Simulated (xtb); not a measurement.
## Run report: GeH₄S, calculation of the molecule and its ions

GeH₄S (Ge(SH)H3), SMILES [H][Ge]([H])([H])[SH], computed with GFN1-xTB (xtb 6.7.1).

The geometry comes from this level: RDKit embedding + UFF.

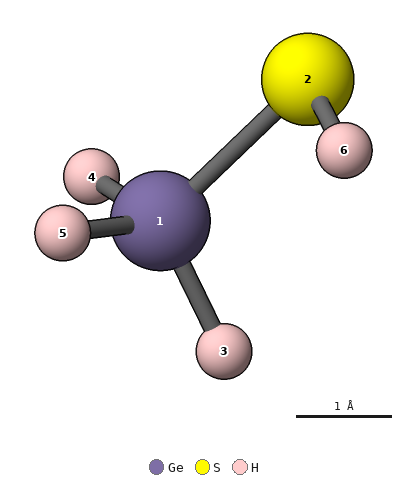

The input geometry (ball-and-stick view, seen at a tilt; atoms are numbered from 1 in the order of the input). Sticks mark near contacts. Bond lengths as drawn: Ge–H 1.55 Å, Ge–S 2.22 Å and H–S 1.41 Å.

### The input
```python
import subprocess
from rdkit import Chem
from rdkit.Chem import AllChem

molecule = Chem.AddHs(Chem.MolFromSmiles("[H][Ge]([H])([H])[SH]"))
AllChem.EmbedMolecule(molecule, randomSeed=191)
AllChem.UFFOptimizeMolecule(molecule)
Chem.MolToXYZFile(molecule, "embedded.xyz")
run = subprocess.run(["xtb", "embedded.xyz", "--vip", "--gfn", "2", "--pop", "-P", "1"], capture_output=True, text=True)
print(run.stdout)
```

### File embedded.xyz
```
6

Ge    -0.541750    0.046371    0.009554
S      1.527710    0.792587   -0.294756
H     -0.809980   -1.137440   -0.954478
H     -1.550401    1.187580   -0.278607
H     -0.706838   -0.432979    1.474369
H      2.081260   -0.456119    0.043917
```

Run on 1 thread of AMD EPYC (Zen 5), 176 GiB of memory available, shared host.

Launched with:
```bash
python job.py
```

### What the program printed
```
* xtb version 6.7.1
   ID    Z sym.   atoms
    1   32 Ge     1
    2   16 S      2
    3    1 H      3-6

           -------------------------------------------------
          |                Calculation Setup                |
           -------------------------------------------------

          program call               : xtb embedded.xyz --vip --gfn 2 --pop -P 1
          coordinate file            : embedded.xyz
          omp threads                :                     1

           -------------------------------------------------
          |                 G F N 1 - x T B                 |
           -------------------------------------------------

      * Hamiltonian:
        H0-scaling (s, p, d)           1.850000    2.250000    2.000000
        zeta-weighting                 0.000000
      * Dispersion:
        s8                             2.400000
        a1                             0.630000
        a2                             5.000000
        s9                             0.000000
      * Repulsion:
        kExp                           1.500000
        rExp                           1.000000
      * Coulomb:
        alpha                          2.000000
        third order                    atomic
        anisotropic                    false
      * Halogen bond correction:
        rad-scale                      1.300000
        damping                        0.440000

          ...................................................
          :                      SETUP                      :
          :.................................................:
          :  # basis functions                  28          :
          :  # atomic orbitals                  26          :
          :  # shells                           14          :
          :  # electrons                        14          :
          :  # halogen bonds                     0          :
          :  max. iterations                   250          :
          :  Hamiltonian                  GFN1-xTB          :
          :  restarted?                      false          :
          :  GBSA solvation                  false          :
          :  PC potential                    false          :
          :  electronic temp.          300.0000000     K    :
          :  accuracy                    1.0000000          :
          :  -> integral cutoff          0.2500000E+02      :
          :  -> integral neglect         0.1000000E-07      :
          :  -> SCF convergence          0.1000000E-05 Eh   :
          :  -> wf. convergence          0.2000000E-04 e    :
          :  Broyden damping             0.4000000          :
          :  net charge                          0          :
          :  unpaired electrons                  0          :
          ...................................................

 iter      E             dE          RMSdq      gap      omega  full diag
   1     -7.5241188 -0.752412E+01  0.419E+00    5.96       0.0  T
   2     -7.5718074 -0.476886E-01  0.195E+00    5.53       1.0  T
   3     -7.5642789  0.752854E-02  0.139E+00    6.47       1.0  T
   4     -7.5793256 -0.150467E-01  0.520E-01    5.86       1.0  T
   5     -7.5797360 -0.410362E-03  0.729E-02    5.94       1.0  T
   6     -7.5797519 -0.159407E-04  0.235E-02    5.96       1.7  T
   7     -7.5797554 -0.351114E-05  0.555E-03    5.95       7.4  T
   8     -7.5797558 -0.412610E-06  0.942E-04    5.96      43.4  T
   9     -7.5797558 -0.796250E-08  0.119E-04    5.96     344.5  T
  10     -7.5797558 -0.265832E-11  0.586E-05    5.96     697.1  T

   *** convergence criteria satisfied after 10 iterations ***

         #    Occupation            Energy/Eh            Energy/eV
      -------------------------------------------------------------
         1        2.0000           -0.8721513             -23.7324
         2        2.0000           -0.6274511             -17.0738
         3        2.0000           -0.5416565             -14.7392
         4        2.0000           -0.4767656             -12.9735
         5        2.0000           -0.4696885             -12.7809
         6        2.0000           -0.4651777             -12.6581
         7        2.0000           -0.4400657             -11.9748 (HOMO)
         8                         -0.2212113              -6.0195 (LUMO)
         9                         -0.2150747              -5.8525
        10                         -0.1843159              -5.0155
        11                         -0.1651765              -4.4947
        12                         -0.1518599              -4.1323
       ...                                ...                  ...
        26                          0.4709932              12.8164
      -------------------------------------------------------------
                  HL-Gap            0.2188544 Eh            5.9553 eV
             Fermi-level           -0.3306385 Eh           -8.9971 eV

 SCC (total)                   0 d,  0 h,  0 min,  0.003 sec
 SCC setup                      ...        0 min,  0.000 sec (  2.468%)
 Dispersion                     ...        0 min,  0.000 sec (  0.812%)
 classical contributions        ...        0 min,  0.000 sec (  0.312%)
 integral evaluation            ...        0 min,  0.001 sec ( 23.887%)
 iterations                     ...        0 min,  0.001 sec ( 34.441%)
 molecular gradient             ...        0 min,  0.001 sec ( 35.398%)
 printout                       ...        0 min,  0.000 sec (  2.434%)

         :::::::::::::::::::::::::::::::::::::::::::::::::::::
         ::                     SUMMARY                     ::
         :::::::::::::::::::::::::::::::::::::::::::::::::::::
         :: total energy              -7.555336182921 Eh    ::
         :: gradient norm              0.059408242341 Eh/a0 ::
         :: HOMO-LUMO gap              5.955331274511 eV    ::
         ::.................................................::
         :: SCC energy                -7.579755836137 Eh    ::
         :: -> electrostatic           0.015093423839 Eh    ::
         :: repulsion energy           0.025889051040 Eh    ::
         :: dispersion energy         -0.001469397824 Eh    ::
         :: halogen bond corr.         0.000000000000 Eh    ::
         :: add. restraining           0.000000000000 Eh    ::
         :: total charge               0.000000000000 e     ::
         :::::::::::::::::::::::::::::::::::::::::::::::::::::

           -------------------------------------------------
          |        vertical delta SCC IP calculation        |
           -------------------------------------------------

 iter      E             dE          RMSdq      gap      omega  full diag
   1     -6.9328214 -0.693282E+01  0.308E+00    5.96       0.0  T
   2     -6.8919065  0.409150E-01  0.445E+00    5.41       1.0  T
   3     -7.0075793 -0.115673E+00  0.170E+00    5.58       1.0  T
   4     -7.0123093 -0.472999E-02  0.127E+00    5.76       1.0  T
   5     -7.0083726  0.393674E-02  0.827E-01    5.90       1.0  T
   6     -6.9933135  0.150591E-01  0.166E+00    5.74       1.0  T
   7     -7.0124219 -0.191083E-01  0.689E-01    5.71       1.0  T
   8     -7.0119399  0.481927E-03  0.608E-01    5.71       1.0  T
   9     -7.0132192 -0.127924E-02  0.494E-01    5.72       1.0  T
  10     -7.0148797 -0.166056E-02  0.234E-01    5.73       1.0  T
  11     -7.0153003 -0.420582E-03  0.909E-02    5.74       1.0  T
  12     -7.0153690 -0.686536E-04  0.109E-02    5.74       3.7  T
  13     -7.0153699 -0.916529E-06  0.157E-03    5.74      26.0  T
  14     -7.0153699  0.920767E-08  0.196E-03    5.74      20.8  T
  15     -7.0153699 -0.191406E-07  0.103E-03    5.74      39.7  T
  16     -7.0153699 -0.348941E-08  0.679E-04    5.74      60.1  T
  17     -7.0153699 -0.290423E-08  0.241E-04    5.74     169.4  T
  18     -7.0153699 -0.477994E-09  0.574E-05    5.74     711.6  T
  19     -7.0153699 -0.309850E-10  0.274E-06    5.74   14893.2  T
     SCC iter.                  ...        0 min,  0.001 sec
     gradient                   ...        0 min,  0.001 sec
------------------------------------------------------------------------
empirical IP shift (eV):    4.8455
delta SCC IP (eV):   10.5122
------------------------------------------------------------------------
           -------------------------------------------------
          |                Property Printout                |
           -------------------------------------------------

    * Orbital Energies and Occupations

         #    Occupation            Energy/Eh            Energy/eV
      -------------------------------------------------------------
         1        2.0000           -1.1286285             -30.7115
         2        2.0000           -0.8775905             -23.8805
         3        2.0000           -0.7744241             -21.0732
         4        2.0000           -0.7030749             -19.1316
         5        2.0000           -0.6993316             -19.0298
         6        1.8285           -0.6850451             -18.6410
         7        1.1715           -0.6820523             -18.5596 (HOMO)
         8                         -0.4710821             -12.8188 (LUMO)
         9                         -0.4662850             -12.6883
        10                         -0.4232595             -11.5175
        11                         -0.4043864             -11.0039
        12                         -0.3978125             -10.8250
        13                         -0.3804951             -10.3538
        14                         -0.3745888             -10.1931
        15                         -0.3093184              -8.4170
        16                         -0.3062146              -8.3325
        17                         -0.3016730              -8.2089
        18                         -0.2999864              -8.1630
       ...                                ...                  ...
        26                          0.2429987               6.6123
      -------------------------------------------------------------
                  HL-Gap            0.2109702 Eh            5.7408 eV
             Fermi-level           -0.6300579 Eh          -17.1447 eV

  Mulliken/CM5 charges         n(s)   n(p)   n(d)
     1Ge    0.42224  0.24881   1.459  1.683  0.437
     2S     0.05726 -0.00133   1.956  3.995 -0.009
     3H     0.10310  0.16084   0.897  0.000  0.000
     4H     0.07158  0.12932   0.928  0.000  0.000
     5H     0.10310  0.16084   0.897  0.000  0.000
     6H     0.24272  0.30152   0.757  0.000  0.000

Wiberg/Mayer (AO) data.
largest (>0.10) Wiberg bond orders for each atom

 ---------------------------------------------------------------------------
     #   Z sym  total        # sym  WBO       # sym  WBO       # sym  WBO
 ---------------------------------------------------------------------------
     1  32 Ge   3.601 --     2 S    1.305     4 H    0.782     3 H    0.722
                             5 H    0.722
     2  16 S    2.443 --     1 Ge   1.305     6 H    0.870     3 H    0.120
                             5 H    0.120
     3   1 H    0.890 --     1 Ge   0.722     2 S    0.120
     4   1 H    0.867 --     1 Ge   0.782
     5   1 H    0.890 --     1 Ge   0.722     2 S    0.120
     6   1 H    0.942 --     2 S    0.870
 ---------------------------------------------------------------------------

Topologies differ in total number of bonds
Writing topology from bond orders to xtbtopo.mol

 dipole moment from electron density (au)
     X       Y       Z
   0.0170  -0.3975   0.1146  total (Debye):    1.052

           -------------------------------------------------
          | TOTAL ENERGY               -6.990950235210 Eh   |
          | GRADIENT NORM               0.051609724904 Eh/α |
          | HOMO-LUMO GAP               5.740791022136 eV   |
           -------------------------------------------------

------------------------------------------------------------------------
------------------------------------------------------------------------
 total:
 *  cpu-time:     0 d,  0 h,  0 min,  0.010 sec
 * ratio c/w:     1.000 speedup
 SCF:
 *  cpu-time:     0 d,  0 h,  0 min,  0.006 sec
 * ratio c/w:     1.000 speedup
```

### Summary

| quantity | value |
| --- | --- |
| outcome | converged |
| electrons treated | 14 |
| total energy | −7.555336 hartree |
| dispersion energy | −0.001469 hartree |
| basis functions | 28 |
| peak memory | 0.078 GiB |
